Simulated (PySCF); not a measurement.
Vertical excitations of a molecule C4H4BrCl from TDDFT-PBE/def2-SVPD run with PySCF, as energy in eV (oscillator strength): 4.11 (0.003), 4.94 (0.012), 4.99 (0.005), 5.12 (0.025), 5.41 (0.033), 5.57 (0.016), 5.77 (0.012), 5.87 (0.094), 5.91 (0.066), 5.98 (0.212). Lowest triplet (TDA): 3.73 eV. Coordinates come from a PBE0-D3(BJ)/def2-SVP optimisation. One conformer was computed; it need not be the lowest.

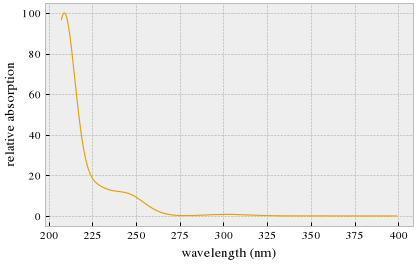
*The lines broadened by 0.4 eV.*

### Question
Which molecule gave these data?
(A) C=C=C[C@H](Cl)Br
(B) ClCC=C=CBr
(C) Cl/C=C\C=C/Br
(D) CC=C=C(Cl)Br

### Answer
B, ClCC=C=CBr
